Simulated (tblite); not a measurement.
Geometry relaxation of C4H10O2SSi2 (part 4 of 4)

The same run, continued: C4H10O2SSi2; GFN2-xTB geometry optimisation, gas phase (tblite 0.8.0). 

Geometry of the input (Å):
```
C  -0.8889  2.0365  2.1544
S  -0.9088  2.5338  0.4062
Si 0.8510  1.5319  -0.3712
C  0.5376  0.2645  -1.5713
C  -0.3432  0.6685  -2.6726
O  0.0875  1.3699  -3.5882
C  -0.0252  -0.5736  -0.4907
O  0.9110  -1.3929  0.2763
Si 0.4982  -2.9982  0.5086
H  0.0115  2.3802  2.6549
H  -1.7569  2.4940  2.6575
H  -0.9826  0.9501  2.2563
H  1.8268  1.3223  0.7192
H  1.4647  -0.1469  -1.9787
H  -1.3902  0.3226  -2.6613
H  -1.0044  -0.3534  -0.0529
H  -0.7997  -3.0604  1.2358
H  0.3565  -3.6785  -0.8060
H  1.5452  -3.6613  1.3162
```

### Trajectory as extended XYZ, continued
```
19
Properties=species:S:1:pos:R:3:forces:R:3 step=159 energy=-775.57785
C    -1.0439    2.7440    2.2299    0.0480   0.0210   0.0350
S    -0.8726    2.6508    0.4096    0.0000   0.0440   0.0290
Si    0.6033    1.1315    0.2404   -0.0250  -0.0110  -0.0220
C     0.5277    0.0549   -1.3431    0.0180  -0.0150  -0.0300
C    -0.3792    0.3809   -2.4284   -0.0420   0.0110   0.0600
O    -0.0511    0.5721   -3.5733    0.0150   0.0010  -0.0460
C     0.0310   -0.6333   -0.0595   -0.0210  -0.0190  -0.0180
O     0.8067   -1.6862    0.3820   -0.0080  -0.1030  -0.0200
Si    0.6814   -3.2551   -0.0525   -0.0150  -0.0330  -0.0400
H    -0.0732    2.9295    2.6780   -0.0170  -0.0230  -0.0120
H    -1.7034    3.5795    2.4366   -0.0300  -0.0020  -0.0320
H    -1.4764    1.8254    2.6120    0.0200   0.0040  -0.0290
H     1.9247    1.3939    0.7662    0.0180   0.0240   0.0420
H     1.4958   -0.2966   -1.6765    0.0590   0.0040  -0.0110
H    -1.4396    0.4833   -2.1174   -0.0070  -0.0100   0.0270
H    -1.0341   -0.8607   -0.0780   -0.0400  -0.0080   0.0380
H    -0.5778   -3.8182    0.4591    0.0700   0.0570  -0.0560
H     0.7147   -3.3978   -1.5122   -0.0120  -0.0130   0.0830
H     1.8562   -3.7886    0.6198   -0.0290   0.0700   0.0010
19
Properties=species:S:1:pos:R:3:forces:R:3 step=164 energy=-775.58378
C    -1.0180    2.7866    2.2318   -0.0010  -0.0110  -0.0310
S    -0.8859    2.6514    0.4112    0.0430  -0.0180   0.0030
Si    0.5749    1.1117    0.2557   -0.0160  -0.0030   0.0120
C     0.5137    0.0408   -1.3310   -0.0320  -0.0020  -0.0200
C    -0.4029    0.3718   -2.4065    0.0070   0.0070  -0.0370
O    -0.0816    0.5775   -3.5519   -0.0070   0.0000   0.0020
C     0.0132   -0.6586   -0.0532    0.0200   0.0040  -0.0040
O     0.7887   -1.7111    0.3901   -0.0230  -0.0600  -0.0110
Si    0.7014   -3.2714   -0.0850   -0.0260   0.0450   0.0060
H    -0.0397    3.0020    2.6473   -0.0370   0.0180   0.0230
H    -1.7018    3.6055    2.4285    0.0320   0.0020   0.0020
H    -1.4175    1.8647    2.6394    0.0140  -0.0050   0.0050
H     1.8994    1.3759    0.7807   -0.0300   0.0150   0.0290
H     1.4922   -0.2854   -1.6674   -0.0550  -0.0290   0.0110
H    -1.4640    0.4629   -2.0918    0.0340  -0.0200   0.0400
H    -1.0523   -0.8947   -0.0692    0.0260   0.0330  -0.0130
H    -0.6060   -3.8332    0.2812    0.0470   0.0330  -0.0450
H     0.8873   -3.3799   -1.5332   -0.0070  -0.0370   0.0410
H     1.7890   -3.8073    0.7158    0.0120   0.0300  -0.0120
19
Properties=species:S:1:pos:R:3:forces:R:3 step=169 energy=-775.58754
C    -1.0003    2.8298    2.2131    0.0040   0.0110   0.0140
S    -0.8806    2.6451    0.3981   -0.0010   0.0070   0.0130
Si    0.5557    1.0841    0.2841    0.0140   0.0230  -0.0210
C     0.4909    0.0246   -1.3107    0.0260  -0.0060  -0.0010
C    -0.4292    0.3667   -2.3783    0.0230   0.0130   0.0000
O    -0.1146    0.6036   -3.5195   -0.0320  -0.0140   0.0200
C    -0.0028   -0.6820   -0.0369   -0.0220  -0.0130  -0.0200
O     0.7691   -1.7369    0.4031   -0.0200  -0.0150  -0.0170
Si    0.7269   -3.2828   -0.1181    0.0270   0.0280  -0.0300
H    -0.0254    3.0807    2.6139    0.0250   0.0030   0.0250
H    -1.6936    3.6425    2.3998   -0.0170  -0.0080  -0.0210
H    -1.3721    1.9111    2.6523   -0.0090   0.0020   0.0070
H     1.8762    1.3350    0.8196    0.0150   0.0260   0.0380
H     1.4671   -0.2974   -1.6503    0.0150  -0.0440  -0.0180
H    -1.4865    0.4355   -2.0488   -0.0210   0.0000  -0.0210
H    -1.0676   -0.9141   -0.0537   -0.0300  -0.0050  -0.0030
H    -0.6078   -3.8473    0.1066    0.0180  -0.0020  -0.0050
H     1.0360   -3.3704   -1.5490   -0.0010  -0.0140   0.0770
H     1.7490   -3.8182    0.7673   -0.0150   0.0060  -0.0360
19
Properties=species:S:1:pos:R:3:forces:R:3 step=174 energy=-775.58999
C    -0.9958    2.8668    2.2134   -0.0030  -0.0070   0.0040
S    -0.8543    2.6619    0.4006    0.0150  -0.0090   0.0240
Si    0.5545    1.0717    0.2973   -0.0010   0.0080   0.0000
C     0.4847    0.0153   -1.3005    0.0000  -0.0040  -0.0040
C    -0.4409    0.3538   -2.3667   -0.0040  -0.0190   0.0040
O    -0.1355    0.5941   -3.5089    0.0170   0.0000  -0.0070
C    -0.0173   -0.6918   -0.0296   -0.0120   0.0170  -0.0070
O     0.7540   -1.7485    0.4079   -0.0140   0.0060  -0.0010
Si    0.7437   -3.2832   -0.1424    0.0000  -0.0220  -0.0060
H    -0.0275    3.1239    2.6295   -0.0140  -0.0140  -0.0110
H    -1.6954    3.6799    2.3779    0.0100  -0.0170  -0.0190
H    -1.3766    1.9522    2.6548    0.0110   0.0190   0.0090
H     1.8666    1.3072    0.8647   -0.0110   0.0080   0.0020
H     1.4570   -0.3206   -1.6409   -0.0080  -0.0060  -0.0160
H    -1.5004    0.4036   -2.0394   -0.0010   0.0170   0.0160
H    -1.0822   -0.9260   -0.0504   -0.0070   0.0100  -0.0030
H    -0.5859   -3.8724    0.0432    0.0100   0.0020   0.0050
H     1.0829   -3.3552   -1.5640    0.0100   0.0080   0.0140
H     1.7585   -3.8233    0.7461    0.0020   0.0030  -0.0040
19
Properties=species:S:1:pos:R:3:forces:R:3 step=178 energy=-775.59064
C    -0.9976    2.8592    2.2118   -0.0030   0.0040   0.0010
S    -0.8617    2.6494    0.4002    0.0010   0.0040   0.0000
Si    0.5607    1.0733    0.2941    0.0070  -0.0060  -0.0070
C     0.4889    0.0144   -1.3035    0.0010   0.0150   0.0020
C    -0.4386    0.3575   -2.3661   -0.0080   0.0040   0.0030
O    -0.1365    0.5887   -3.5111    0.0040  -0.0050  -0.0030
C    -0.0151   -0.6886   -0.0312    0.0020  -0.0090   0.0040
O     0.7514   -1.7488    0.4056   -0.0030  -0.0210   0.0060
Si    0.7413   -3.2861   -0.1391   -0.0040   0.0140  -0.0070
H    -0.0279    3.1148    2.6240    0.0050  -0.0100   0.0000
H    -1.6926    3.6763    2.3712   -0.0070  -0.0020   0.0010
H    -1.3814    1.9498    2.6604    0.0070   0.0040   0.0010
H     1.8666    1.3249    0.8685   -0.0070  -0.0060  -0.0080
H     1.4581   -0.3264   -1.6484   -0.0090  -0.0060   0.0010
H    -1.4949    0.4245   -2.0301    0.0050   0.0100  -0.0050
H    -1.0815   -0.9164   -0.0500   -0.0060   0.0030  -0.0060
H    -0.5870   -3.8750    0.0554    0.0110  -0.0030   0.0070
H     1.0733   -3.3609   -1.5621    0.0090   0.0050   0.0100
H     1.7644   -3.8215    0.7430   -0.0040   0.0050  -0.0010
19
Properties=species:S:1:pos:R:3:forces:R:3 step=183 energy=-775.59089
C    -0.9955    2.8660    2.2117    0.0080  -0.0130  -0.0020
S    -0.8593    2.6496    0.4008   -0.0010   0.0010  -0.0020
Si    0.5592    1.0692    0.2966   -0.0050   0.0090   0.0030
C     0.4868    0.0138   -1.3015   -0.0060  -0.0170  -0.0040
C    -0.4418    0.3573   -2.3636    0.0070   0.0000  -0.0060
O    -0.1403    0.5882   -3.5090   -0.0040  -0.0060   0.0160
C    -0.0189   -0.6917   -0.0301   -0.0100   0.0110  -0.0020
O     0.7431   -1.7539    0.4090   -0.0050   0.0080  -0.0080
Si    0.7441   -3.2876   -0.1441    0.0020  -0.0060   0.0130
H    -0.0252    3.1230    2.6222   -0.0040   0.0060   0.0000
H    -1.6933    3.6814    2.3680    0.0060  -0.0020   0.0050
H    -1.3755    1.9569    2.6641   -0.0030   0.0010  -0.0010
H     1.8643    1.3199    0.8713    0.0060  -0.0050  -0.0020
H     1.4538   -0.3302   -1.6484    0.0040   0.0000   0.0010
H    -1.4976    0.4234   -2.0265    0.0000   0.0140  -0.0090
H    -1.0862   -0.9151   -0.0527   -0.0050  -0.0080   0.0040
H    -0.5829   -3.8830    0.0385    0.0120  -0.0010  -0.0080
H     1.0971   -3.3549   -1.5621   -0.0010   0.0040   0.0050
H     1.7585   -3.8230    0.7483   -0.0020   0.0030  -0.0030
19
Properties=species:S:1:pos:R:3:forces:R:3 step=188 energy=-775.59175
C    -0.9764    2.8765    2.2189   -0.0030   0.0130   0.0030
S    -0.8675    2.6551    0.4068   -0.0020  -0.0080   0.0030
Si    0.5383    1.0645    0.2986    0.0200  -0.0210  -0.0330
C     0.4715   -0.0004   -1.2969   -0.0010   0.0280  -0.0050
C    -0.4470    0.3463   -2.3661   -0.0130   0.0180   0.0120
O    -0.1327    0.5716   -3.5087    0.0120   0.0000  -0.0460
C    -0.0456   -0.6950   -0.0266   -0.0110  -0.0140   0.0040
O     0.7051   -1.7595    0.4247    0.0100  -0.0040   0.0070
Si    0.7557   -3.2840   -0.1517   -0.0120   0.0200   0.0000
H    -0.0030    3.1477    2.6125    0.0020  -0.0050  -0.0030
H    -1.6790    3.6869    2.3820    0.0010  -0.0140   0.0080
H    -1.3394    1.9663    2.6835   -0.0020   0.0110  -0.0120
H     1.8463    1.3101    0.8706   -0.0050  -0.0100  -0.0020
H     1.4385   -0.3496   -1.6400   -0.0060   0.0060   0.0220
H    -1.5063    0.4266   -2.0423    0.0150  -0.0020   0.0200
H    -1.1133   -0.9138   -0.0591   -0.0240  -0.0070   0.0170
H    -0.5679   -3.9037   -0.0438    0.0090  -0.0030  -0.0080
H     1.1798   -3.3200   -1.5515   -0.0030  -0.0020   0.0100
H     1.7332   -3.8164    0.7816    0.0110  -0.0060   0.0040
19
Properties=species:S:1:pos:R:3:forces:R:3 step=192 energy=-775.59256
C    -0.9576    2.8925    2.2206   -0.0020  -0.0030   0.0000
S    -0.8734    2.6559    0.4093    0.0060  -0.0040  -0.0050
Si    0.5220    1.0552    0.2979   -0.0150   0.0070   0.0330
C     0.4527   -0.0111   -1.2907   -0.0030  -0.0090   0.0020
C    -0.4558    0.3416   -2.3658    0.0090  -0.0110  -0.0260
O    -0.1322    0.5477   -3.5098   -0.0130   0.0100  -0.0150
C    -0.0768   -0.7007   -0.0201   -0.0010   0.0010  -0.0060
O     0.6679   -1.7659    0.4405   -0.0030  -0.0070  -0.0060
Si    0.7718   -3.2778   -0.1607    0.0080   0.0120  -0.0100
H     0.0189    3.1764    2.5966    0.0080  -0.0070   0.0010
H    -1.6655    3.6964    2.3900   -0.0060   0.0010  -0.0020
H    -1.3049    1.9825    2.6969    0.0010   0.0050  -0.0030
H     1.8261    1.2816    0.8844    0.0120   0.0020   0.0000
H     1.4185   -0.3695   -1.6262    0.0040  -0.0060   0.0060
H    -1.5138    0.4408   -2.0455   -0.0020   0.0090   0.0070
H    -1.1458   -0.9157   -0.0565    0.0030  -0.0050   0.0090
H    -0.5423   -3.9242   -0.1394   -0.0030  -0.0030   0.0070
H     1.2674   -3.2830   -1.5377    0.0000   0.0050   0.0130
H     1.7130   -3.8133    0.8088   -0.0040   0.0030  -0.0030
19
Properties=species:S:1:pos:R:3:forces:R:3 step=197 energy=-775.59285
C    -0.9561    2.9003    2.2159    0.0000   0.0010   0.0000
S    -0.8712    2.6530    0.4058    0.0010   0.0000   0.0030
Si    0.5190    1.0474    0.3047   -0.0030  -0.0030   0.0010
C     0.4471   -0.0176   -1.2874    0.0000   0.0010   0.0010
C    -0.4595    0.3435   -2.3620    0.0020   0.0070   0.0030
O    -0.1384    0.5491   -3.5069   -0.0030  -0.0040   0.0040
C    -0.0844   -0.7062   -0.0171    0.0000  -0.0020  -0.0020
O     0.6604   -1.7710    0.4441    0.0000   0.0010   0.0000
Si    0.7793   -3.2777   -0.1662   -0.0030  -0.0010   0.0000
H     0.0211    3.1855    2.5895    0.0020  -0.0020   0.0030
H    -1.6645    3.7047    2.3815    0.0030   0.0000  -0.0070
H    -1.3030    1.9935    2.6979   -0.0020  -0.0040  -0.0040
H     1.8252    1.2706    0.8894   -0.0010  -0.0010  -0.0030
H     1.4113   -0.3817   -1.6216   -0.0010   0.0000   0.0020
H    -1.5149    0.4559   -2.0365   -0.0010  -0.0010  -0.0030
H    -1.1532   -0.9221   -0.0509    0.0020   0.0030   0.0010
H    -0.5309   -3.9326   -0.1594   -0.0010  -0.0020  -0.0010
H     1.2902   -3.2687   -1.5365    0.0010   0.0010  -0.0030
H     1.7129   -3.8166    0.8082    0.0040   0.0040   0.0040
```

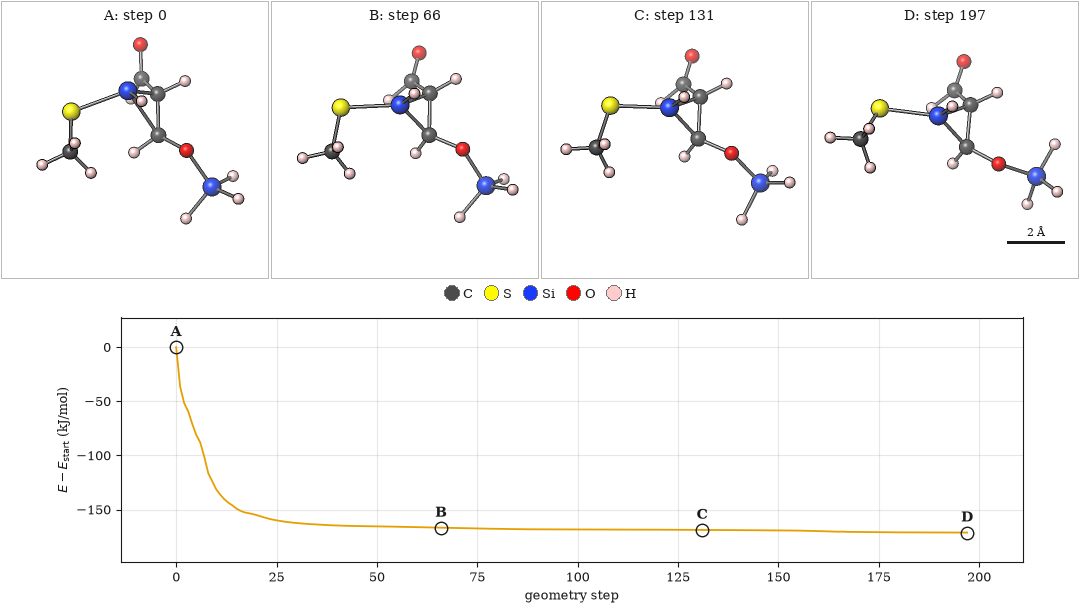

Frames of the relaxation (ball-and-stick view, seen at a tilt) above the curves, on which the letters mark them (steps are counted from 0).

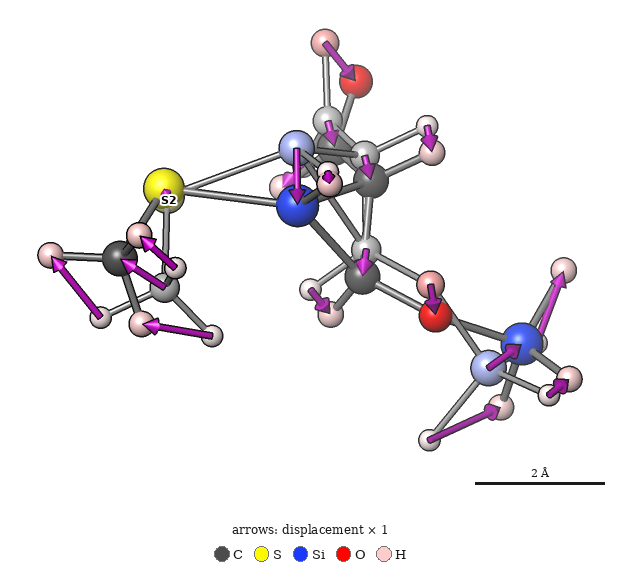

Start (faint) and end (solid) with the displacements as pink arrows, at true length (ball-and-stick view, seen at a tilt). The two geometries are laid on each other by the best rigid fit. The largest move after the best rigid fit is that of H17, 1.68 Å. By element the largest moves are H 1.68 Å, Si 0.91 Å, C 0.87 Å, O 0.82 Å, S 0.16 Å. Among the contacts that change: Si3–C7 2.284 → 1.882 Å, Si3–C4 1.773 → 1.917 Å, C7–O8 1.462 → 1.379 Å, C4–C7 1.479 → 1.540 Å. Among the angles that change: Si3–C4–C7 88.7° → 64.9°, S2–Si3–C7 97.7° → 120.1°, Si3–C7–H16 97.9° → 120.2°. After 197 geometry steps the energy has fallen by 171.2 kJ/mol. The largest force component goes from 3.6 to 0.007 eV/Å. (Atoms are counted from 1 in the order of the input.)
